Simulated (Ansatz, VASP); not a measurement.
# Cross-check of BaBi between VASP and Ansatz, part 2 of 2

Wanted: the spread between two codes on one cell, functional and k mesh. The cell is invented: As first built, before any earlier steps moved the atoms (in the runner's words): it takes the SbPb structure with all of its atoms replaced by other elements, volume scaled by an estimate. It may not be a known or stable phase. The cell is taken from a series of VASP runs on this material, whose earlier steps may have relaxed, scaled or displaced it; both programs get it as it stands. Valence electrons are named where the data sets of a main pair hold unlike numbers.

VASP 6.6.1 and Ansatz 0.2.0.

So far. Step 2 (VASP: band structure, LDA, spin-orbit coupling): The run ends at a pressure of 0.21 GPa.

### 3. Ansatz: band structure, LDA, spin-orbit coupling

Level of this step: Ansatz beside VASP: Kohn-Sham DFT, plane waves, LDA, spin-orbit coupling (Ansatz).

Ansatz runs on its fully relativistic PAW (standard-fr) files.

The same cell, functional (in two slightly different forms), mesh and smearing now go to Ansatz, which takes its cutoff from its data sets.

Input file input.yaml:

```yaml
crystal:
  lattice:
    - [3.94466145, 0.0, 0.0]
    - [0.0, 3.94466145, 0.0]
    - [0.0, 0.0, 4.6651059]
  atoms:
    - { symbol: Bi, position: [0.5, 0.5, 0.5] }
    - { symbol: Ba, position: [0.0, 0.0, 0.0] }
hamiltonian:
  xc: lda
  pseudopotentials: { kind: paw_fr }
magnetization:
  noncollinear: true
  spin_orbit: true
kpoints:
  mp_grid: { grid: [5, 5, 4] }
  band_path:
    path:
      - [0.0, 0.0, 0.0]
      - [0.0, 0.13333, 0.0]
      - [0.0, 0.3, 0.0]
      - [0.0, 0.46667, 0.0]
      - [0.1, 0.5, 0.0]
      - [0.26667, 0.5, 0.0]
      - [0.43333, 0.5, 0.0]
      - [0.43333, 0.43333, 0.0]
      - [0.26667, 0.26667, 0.0]
      - [0.1, 0.1, 0.0]
      - [0.0, 0.0, 0.03333]
      - [0.0, 0.0, 0.2]
      - [0.0, 0.0, 0.36667]
      - [0.0, 0.0, 0.5]
      - [0.0, 0.16667, 0.5]
      - [0.0, 0.3, 0.5]
      - [0.0, 0.46667, 0.5]
      - [0.1, 0.5, 0.5]
      - [0.26667, 0.5, 0.5]
      - [0.43333, 0.5, 0.5]
      - [0.43333, 0.43333, 0.5]
      - [0.26667, 0.26667, 0.5]
      - [0.1, 0.1, 0.5]
      - [0.0, 0.5, 0.03333]
      - [0.0, 0.5, 0.2]
      - [0.0, 0.5, 0.36667]
      - [0.5, 0.5, 0.0]
      - [0.5, 0.5, 0.16667]
      - [0.5, 0.5, 0.33333]
      - [0.5, 0.5, 0.5]
    npoints: 1
scf:
  occupations: { method: gaussian, width: 0.05 }
  n_extra_bands: 14
output:
  forces: true
  stress: true
  eigenvalues: true
  write_density: true
  write_potential: true
  elf: true
  volumetric_format: npy
```

On the command line:

```console
> ansatz run input.yaml --threads 2 --pin off --max-ram 4608MiB --backend cpu --events-out ev --progress --plain --runs-dir out
```

Numbers of over 12 decimals in the logs are rounded to 6 here.

Output:

```text
scf.n_extra_bands = 14 over 25 filled bands (N_el = 25.0): the run solves 39 bands
Engine: ansatz 0.2.0, x86_64-unknown-linux-gnu
Pseudopotentials: kind: paw_fr
Pseudopotential: Bi, paw_fr, valence charge 15, recommended cutoff 420 eV (normal), Bi.paw.azcp#standard-fr
Pseudopotential: Ba, paw_fr, valence charge 10, recommended cutoff 420 eV (normal), Ba.paw.azcp#standard-fr
Functional definition: SPW92
  exchange = slater_x
  correlation = pw_c
non-collinear run that drives no moment, with spin-orbit: no starting moment large enough to seed its density (crystal.atoms[].spin), no starting occupations that ask for one, no magnetisation constraint and no magnetic field, so the semilocal B_xc is pinned to zero
Crystal: 2 atoms, lattice volume = 72.591 Å³
Basis set: ecut = 420 eV, 1439 PW (Γ)
Bands: 39, of which v1, the nominal top of the filled ones, is band 25 counted from 1 (24 counted from 0)
Symmetry: 16 space group operations + 16 with time reversal
Magnetic group: BNS 123.340 (UNI 1000), of the structure as read, at distance tolerance 4.2e-5 Å
k-points: 18 of 100
Projection manifold: j_resolved (fully-relativistic pseudo-atomic orbitals)
Non-local potential: Bi, projectors of the file, l = 0: 2, l = 1: 4, l = 2: 4, l = 3: 4
Non-local potential: Ba, projectors of the file, l = 0: 3, l = 1: 4, l = 2: 4, l = 3: 4
PAW form: soft (Blöchl's): semilocal exchange-correlation on the pseudo side does not see the compensation charge
PAW frozen core: Bi, regenerated for the run's functional, and the local potential with it (the file was generated under x = pbe(κ = 0.804, μ = 0.219515), c = pbe(β = 0.066725))
PAW frozen core: Ba, regenerated for the run's functional, and the local potential with it (the file was generated under x = pbe(κ = 0.804, μ = 0.219515), c = pbe(β = 0.066725))
PAW one-centre angular grid: Bi, 590 points (default); XC on 64 Gauss nodes
PAW one-centre angular grid: Ba, 194 points (default); XC on 64 Gauss nodes
Initial density: superposition of atomic densities (chi_scale 0.1, normalization cell, long waves kept (reshape's long-wave potential 0.00 eV rms))
Initial wavefunctions: pseudopotential atomic-orbital guess
Functional: x = slater, c = lda
SCF iter   1: F=—  HF=-17912.633170 eV  |F-HF|=—  |Δ(HF+E_count)|=         —  Δρ=3.49e-2  dr2=2.51e0  dr2_m=0.00e0 (ungated)  ethr=3.10e-3  |M|=0.00e0 ∫|m|=0.00e0 μB  |m|>n=0.0e0 m-floor=0.0e0 τ_xc=0.0e0  β_m=0.30  ⟨swp⟩=10.7  Hψ=4779  notcnv=0  defer=50
preconditioner: auto → Resta (q_TF=auto, 2.284 Å⁻¹)  ε∞=2.6  [insulator: Δε(μ)=0.109 eV  Ē_g=15.085 eV  σ=0.050 eV  W_gap=0.78  n_scr=18 (ndim 8)  ℏωp=19.0 eV  f_vac=0.000  D(μ)=3.19/eV (n_scr^D=28)  ε∞_Penn≈2.6]
spin=Noncollinear: Resta preconditioning applied to the charge; magnetization (m_x, m_y, m_z) channels mix plain (no charge-response kernel on spin).
SCF iter   2: F=—  HF=-17911.992663 eV  |F-HF|=—  |Δ(HF+E_count)|=   6.41e-1  Δρ=1.84e-2  dr2=5.56e-1  dr2_m=0.00e0 (ungated)  ethr=3.10e-3  |M|=0.00e0 ∫|m|=0.00e0 μB  |m|>n=0.0e0 m-floor=0.0e0 τ_xc=0.0e0  β_m=0.43  ⟨swp⟩=4.1  Hψ=1420  notcnv=0  defer=146
SCF iter   3: F=—  HF=-17911.803440 eV  |F-HF|=—  |Δ(HF+E_count)|=   1.89e-1  Δρ=5.33e-3  dr2=2.41e-2  dr2_m=0.00e0 (ungated)  ethr=2.22e-3  |M|=0.00e0 ∫|m|=0.00e0 μB  |m|>n=0.0e0 m-floor=0.0e0 τ_xc=0.0e0  β_m=0.61  ⟨swp⟩=3.4  Hψ=1137  notcnv=0  defer=146
SCF iter   4: F=—  HF=-17911.798824 eV  |F-HF|=—  |Δ(HF+E_count)|=   4.62e-3  Δρ=1.47e-3  dr2=2.80e-3  dr2_m=0.00e0 (ungated)  ethr=9.66e-5  |M|=0.00e0 ∫|m|=0.00e0 μB  |m|>n=0.0e0 m-floor=0.0e0 τ_xc=0.0e0  β_m=0.64  ⟨swp⟩=3.9  Hψ=1305  notcnv=0  defer=146
SCF iter   5: F=—  HF=-17911.798643 eV  |F-HF|=—  |Δ(HF+E_count)|=   1.81e-4  Δρ=6.09e-4  dr2=8.11e-4  dr2_m=0.00e0 (ungated)  ethr=1.12e-5  |M|=0.00e0 ∫|m|=0.00e0 μB  |m|>n=0.0e0 m-floor=0.0e0 τ_xc=0.0e0  β_m=0.82  ⟨swp⟩=1.2  Hψ=564  notcnv=0  defer=146
SCF iter   6: F=—  HF=-17911.798453 eV  |F-HF|=—  |Δ(HF+E_count)|=   1.90e-4  Δρ=1.90e-4  dr2=7.70e-5  dr2_m=0.00e0 (ungated)  ethr=3.24e-6  |M|=0.00e0 ∫|m|=0.00e0 μB  |m|>n=0.0e0 m-floor=0.0e0 τ_xc=0.0e0  β_m=0.91  ⟨swp⟩=2.0  Hψ=638  notcnv=0  defer=146
SCF iter   7: F=—  HF=-17911.798438 eV  |F-HF|=—  |Δ(HF+E_count)|=   1.49e-5  Δρ=5.96e-5  dr2=6.87e-6  dr2_m=0.00e0 (ungated)  ethr=3.08e-7  |M|=0.00e0 ∫|m|=0.00e0 μB  |m|>n=0.0e0 m-floor=0.0e0 τ_xc=0.0e0  β_m=0.95  ⟨swp⟩=2.0  Hψ=760  notcnv=0  defer=146
SCF iter   8: F=—  HF=-17911.798436 eV  |F-HF|=—  |Δ(HF+E_count)|=   1.63e-6  Δρ=1.34e-5  dr2=4.02e-7  dr2_m=0.00e0 (ungated)  ethr=2.75e-8  |M|=0.00e0 ∫|m|=0.00e0 μB  |m|>n=0.0e0 m-floor=0.0e0 τ_xc=0.0e0  β_m=0.98  ⟨swp⟩=2.0  Hψ=644  notcnv=0  defer=146
SCF iter   9: F=-17911.798436 eV  HF=-17911.798436 eV  |F-HF|=6.81e-9  |Δ(HF+E_count)|=   1.05e-7  Δρ=2.20e-6  dr2=1.01e-8  dr2_m=0.00e0 (ungated)  ethr=4.00e-10  |M|=0.00e0 ∫|m|=0.00e0 μB  |m|>n=0.0e0 m-floor=0.0e0 τ_xc=0.0e0  ⟨swp⟩=23.4  Hψ=7375  notcnv=0
SCF 1 converged in 9 iterations: F = -17911.798436 eV  dr2 = 1.01e-8
  greatest PAW one-centre occupation: 0.986 electrons in one spin orbital (limit 2), on the Bi atom at site 0 (counted from 0), in its partial waves of l = 2
NSCF: frozen V_eff on 30 k-points
SCF converged after 9 iterations
Magnetization: |M| = 0.0000 μB,  M = (+0.0000, +0.0000, +0.0000) μB
Absolute magnetization: 0.0000 μB (∫|m|)
  site 0: m = (+0.0000, +0.0000, +0.0000) μB, |m| = 0.0000 μB  (R = 1.50 Å)
  site 1: m = (+0.0000, +0.0000, +0.0000) μB, |m| = 0.0000 μB  (R = 1.50 Å)
Free energy (F): -17911.798436 eV
Harris-Foulkes:  -17911.798436 eV  (|F-HF|=6.81e-9)
Internal energy: -17911.795260 eV  (E = F + TS)
E sigma→0 (E₀):  -17911.796848 eV
Entropy (-TS):   -0.003176 eV (-1.588 meV/atom)
Fermi energy:    9.759262 eV
--- Per-component energies (eV) ---
  E_band       = -134.736032
  E_kinetic    = 476.207005
  E_local      = -1840.262612  (includes V_loc(G=0)·N_el)
  E_nonlocal   = 623.132129
  E_hartree    = 608.947113
  E_xc         = -318.476565
  E_vxc        = -281.779518  (∫ρ·V_xc dr)
  E_paw        = -15456.371615  (= ΣΔE_a)
  E_vpaw       = -329.926107  (= ΣTr[D̂ρ^β])
  E_aug_tail   = -0.000465  (compensation charges beyond the density's cutoff)
  E_ewald      = -2005.279849
  E_core_change = 0.309599  (= ΣΔE_core)
  E_smearing   = -0.003176  (= −TS)
  E_closure    = 0.000000  (closes the sum)
  Σ components = -17911.798436   (vs F -17911.798436, Δ=0.00e0)
--- Forces (eV/Å), atoms counted from 1 ---
  atom   1  Bi    -0.00000000     0.00000000     0.00000000
  atom   2  Ba    -0.00000000     0.00000000     0.00000000
  max |Σ_I F_I| component: 1.01e-27 eV/Å
--- Stress (GPa, compression-positive) ---
        0.504421       0.000000       0.000000
        0.000000       0.504421       0.000000
        0.000000       0.000000      -1.933231
  P = ⅓ Tr σ = -0.3081 GPa (-3.081 kbar)
--- Band table (eV; the first three rows and the last of 18) ---
  k-point 0: bands = [... 21 lower, 8.7508, 9.8792, 9.8792, 10.2381, 10.2381, 10.9591, 10.9591, 11.8236, ... 10 higher]
  k-point 1: bands = [... 21 lower, 7.2476, 9.8618, 9.8618, 10.3699, 10.3699, 11.1369, 11.1369, 11.6840, ... 10 higher]
  k-point 2: bands = [... 21 lower, 6.2766, 9.5443, 9.5443, 10.5207, 10.5207, 10.6800, 10.6800, 13.3870, ... 10 higher]
  k-point 17: bands = [... 21 lower, 6.4645, 7.5947, 7.5947, 7.7723, 7.7723, 13.6366, 13.6366, 13.8654, ... 10 higher]
```

Run time: 9 s. Hardware: 2 threads of Intel Xeon 6975P-C (Granite Rapids), shared host; peak memory 0.6 GiB; 17 s of CPU time.

### 4. Comparison

Known differences besides the potentials themselves: spin-orbit coupling enters by fully relativistic files in Ansatz and inside the spheres in VASP; the two LDA forms differ slightly; the cutoff is 420 eV in Ansatz and 400 eV in VASP; VASP's log shows a relativistic correction to its local exchange, Ansatz's none. Total energies have different zeros and are not compared.

Compared:

```csv
quantity,Ansatz,VASP,difference
pressure (GPa),-0.31,0.21,-0.52
```

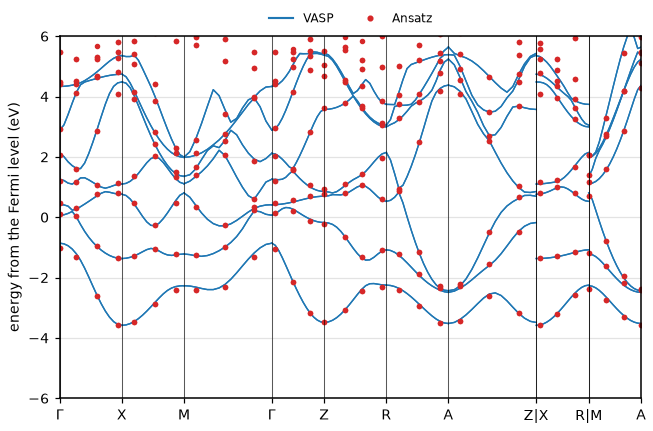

Bands from VASP (lines) and levels from Ansatz (dots). Dots without a line are higher empty bands that the VASP plot leaves out.

Levels from 3 eV below to 2 eV above the Fermi level differ by 55 meV r.m.s. and 150 meV at most; each VASP level is matched to the nearest of Ansatz, which flatters the figure a little.

### 5. What came out

```
r.m.s. difference of levels near the Fermi level (band structure, LDA, spin-orbit coupling) : 55 meV
difference in pressure (band structure, LDA, spin-orbit coupling)                           : -0.52 GPa
```

In words: The r.m.s. difference of levels near the Fermi level is 55 meV (band structure, LDA, spin-orbit coupling), within the 80 meV picked in this series as the mark of a large difference. 4 further runs of this series are not shown here. Such differences can come from data sets, numerical settings and the points named under the comparisons, not from the functional's error against experiment.

[Lines on the potential files, build, host, timing and source positions are cut from VASP's logs without a mark.]

[Logs are printed without paths, hosts, clocks, repeated set-up lines and the standing remarks that a program may print on its own settings, such as how far it seeks lower states.]

[Hosts, paths, dates, database ids (printed as entryN), source tags and the programs' standing remarks are cut or masked in the printed files.]
